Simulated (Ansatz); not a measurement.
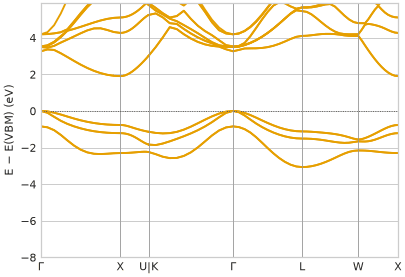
*Band structure from r²SCAN with spin–orbit coupling (plane waves, PAW; program Ansatz)*

**Question.** Read off the gap and where the band edges lie.

**Answer.** About 1.9 eV (1.90 eV by a search for the band edges); maximum at Γ, minimum at X.

The material is SrTe (rock salt, Fm-3m).

The r²SCAN relaxation kept the symmetry of its start.

Potentials: the later of the program's two PAW sets.
